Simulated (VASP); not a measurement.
```yaml
crystal:
  lattice:
    - [0.00000, 3.96641, 3.96641]
    - [3.96641, 0.00000, 3.96641]
    - [3.96641, 3.96641, 0.00000]
  atoms:
    - { symbol: Ca, position: [0.25000, 0.25000, 0.25000] }
    - { symbol: Ca, position: [0.75000, 0.75000, 0.75000] }
    - { symbol: Ca, position: [0.50000, 0.50000, 0.50000] }
    - { symbol: In, position: [0.00000, 0.00000, 0.00000] }
```

Level of theory: PBEsol GGA, VASP's PBE PAW potentials (set 64) (plane waves; VASP). Numerical set-up: 400 eV cut-off, 8×8×8 Γ-centred mesh, tetrahedra with Blöchl corrections, potentials Ca_sv In_d.

Unless said otherwise, spin-orbit coupling is left out, though it shifts the bands of the heavy elements here.

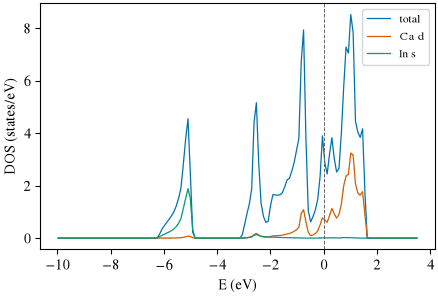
Figure. Total and projected density of states, zero at the Fermi level

Within 2 eV below the Fermi level the largest weight inside VASP's projection spheres is Ca d, then In p.

It has no gap at this level: it comes out as a metal or semimetal.

The structure comes from a computed database's Ca3In entry (Fm-3m); how it stands against other phases isn't given here. It was relaxed first, which changed the volume by -5 %. The electron count is odd and the run is not spin-polarised, which forces a metal.
